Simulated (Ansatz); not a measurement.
# Pressure series in BP

Base system: BP in the zinc blende structure (space group F-43m, No. 216; a = 4.537 Å).

Cell and atoms are relaxed at each pressure.

The values are results of plane-wave PAW DFT at the r2SCAN level (Ansatz, a first-principles code, 500 eV), spin-orbit coupling left out, not measurements.

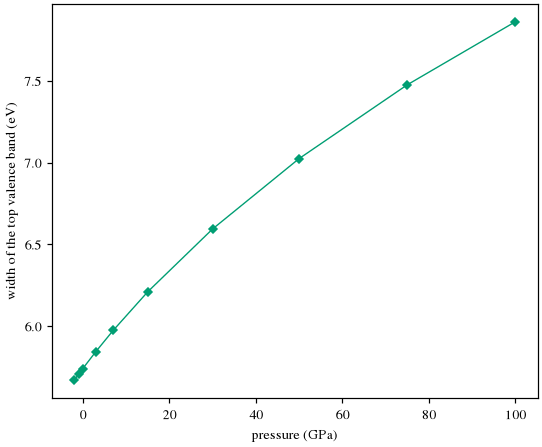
Fig. 1. Width of the top valence band against pressure

Question: From the plot, what is the width of the top valence band for pressure 50 GPa?

Answer: About 7.0 eV.

Question: Is the trend monotonic over the range shown?

Answer: Yes, it rises throughout, spanning 5.67 eV to 7.86 eV.

The levels and masses belong to the bands next to the band gap. Load acts through the strain it causes; cell and atoms are relaxed under it. Stability against distortions was not tested. No other phases were tried under pressure.
